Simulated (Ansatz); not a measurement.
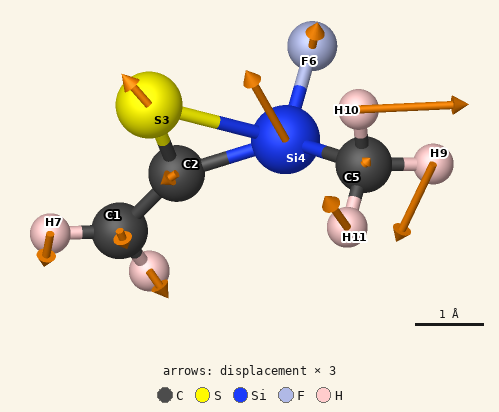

A relaxation of C$_{3}$H$_{5}$FSSi (coarse preliminary run). The starting structure is drawn; orange arrows show the displacements, magnified 3 times. The two geometries are superimposed by the best rigid fit.

A ball-and-stick model, seen at a tilt.

The start comes from a force field.

Theory: Ansatz 0.2.0, RKS PBE-D4/def2-SVP. (force threshold 0.03 eV/Å; at most 200 steps)

What happened in the run?

After 9 geometry steps the energy has fallen by 1.473 eV. Largest force component: 6.8 eV/Å at the start, 0.012 eV/Å at the end. The atom that moves furthest after the best rigid fit is an H atom (0.55 Å). Largest moves by element: H 0.55 Å, Si 0.51 Å, S 0.21 Å, F 0.18 Å, C 0.13 Å. Among the contacts that change: C–S 1.628 → 1.844 Å, S–Si 2.333 → 2.131 Å, C–Si 1.687 → 1.812 Å, C–H 1.043 → 1.102 Å. Bond angles that change, for instance: S–C–Si 89.4° → 71.3°, S–Si–C 104.7° → 121.7°, S–Si–F 104.2° → 117.4°. The run took roughly 30 core-seconds on a shared host.
